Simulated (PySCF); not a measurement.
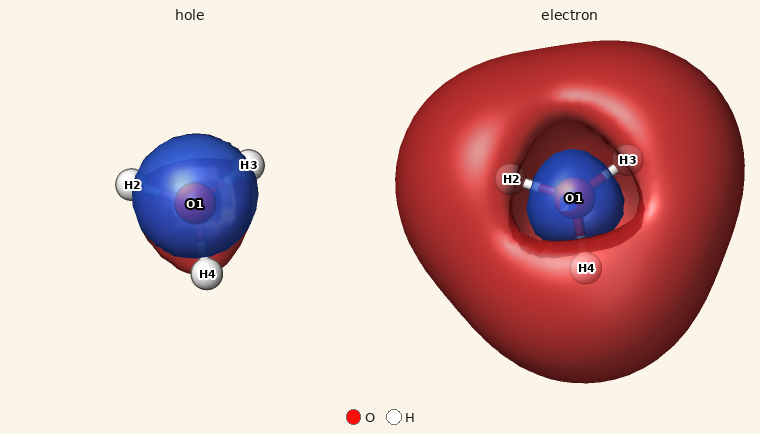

*H3O, charge +1, SMILES `[OH3+]`. Leading natural transition orbital pair of S₁ (TDA singlet states); the surfaces enclose about 85 % of each orbital's density.*

Computed with PySCF, CAM-B3LYP/def2-TZVP, geometry: GFN2-xTB. No frequency check shows the geometry to be a minimum. Without diffuse functions Rydberg states are missing, so the states' numbers hold for this basis only.

Input

```python
import numpy as np
from pyscf import gto, scf, dft, tdscf
from pyscf.scf import atom_ks, atom_hf
from scipy.linalg import block_diag

def solve(mol, dm0=None, hcore=None):
    mf = (dft.UKS if mol.spin else dft.RKS)(mol, xc='camb3lyp')
    mf.grids.level = 3
    mf = mf.density_fit(auxbasis='def2-universal-jkfit')
    mf.conv_tol, mf.max_cycle = 1e-8, 80
    if hcore is not None:
        mf.get_hcore = lambda *args: hcore
    mf.kernel(dm0)
    if not mf.converged:
        mf = mf.newton().run(mf.mo_coeff, mf.mo_occ, max_cycle=30)
    assert mf.converged, 'SCF not converged'
    return mf

mol = gto.M(atom='''
O      0.00000     0.00000     0.07752
H      0.85298    -0.39891    -0.20672
H     -0.77197    -0.53924    -0.20671
H     -0.08103     0.93815    -0.20671
''', basis='def2-tzvp', charge=1, spin=0, verbose=4)
mf = solve(mol)
td = mf.TDA()
td.nstates, td.singlet, td.conv_tol = 4, True, 1e-5
td.kernel()
td.analyze()
x, y = np.array([p[0] for p in td.xy]), np.array([p[1] + 0 * p[0] for p in td.xy])
f, mu = td.oscillator_strength(), td.transition_dipole()
nto = [td.get_nto(state=i + 1, verbose=4) for i in range(len(td.e))]
# spherically averaged free atoms, for the promolecule
atm = atom_ks.get_atm_nrks(mol, xc='camb3lyp')
pro = block_diag(*[(atm[a[0]][2] * atm[a[0]][3]) @ atm[a[0]][2].T for a in mol._atom])
np.savez('result.npz', e=td.e, f=f, ok=td.converged, w=[n[0] for n in nto], nto=[n[1] for n in nto], x=x, y=y, c=mf.mo_coeff, occ=mf.mo_occ, eps=mf.mo_energy, pro=pro, mu=mu)
```

Launched as:

```sh
OMP_NUM_THREADS=1 python input.py
```

The run took 6.6 s on 1 thread of Intel(R) Xeon(R) 6975P-C (Granite Rapids), on a shared host, peak memory 0.24 GiB.

### Where does the state lie, and where do hole and electron sit?

11.38 eV (109 nm), f = 0.042, partly diffuse acceptor orbital, which a basis without diffuse functions describes poorly; the leading pair carries 100 %; hole on O1 (84 %) and H2, H3 and H4 (5 % each), electron on O1 (27 %) and H2, H3 and H4 (24 % each) (atom shares of so diffuse an orbital are rough); their centroids lie 0.4 Å apart. In canonical orbitals it is mainly HOMO → LUMO (99 %). The HOMO–LUMO gap is 15.93 eV.
